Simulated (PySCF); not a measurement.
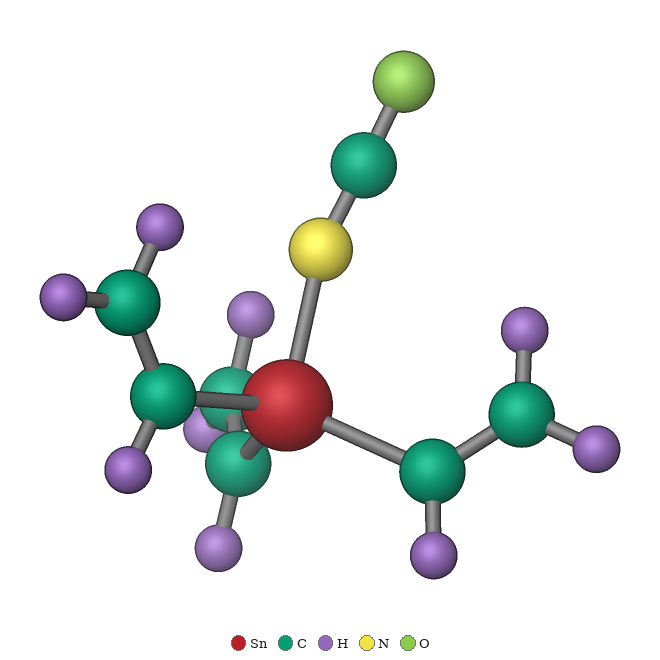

Source: calculation with PySCF.

The picture shows a molecular structure as a ball-and-stick model. Every bond is drawn as one stick, whatever its order.

Description:

Formula C₇H₉NOSn. SMILES: `C=[CH][Sn]([CH]=C)([CH]=C)[N]=C=O`. Among its groups: alkene. Coordination, clear cases only: 1 Sn tetrahedral; 6 C trigonal planar; 1 C linear.
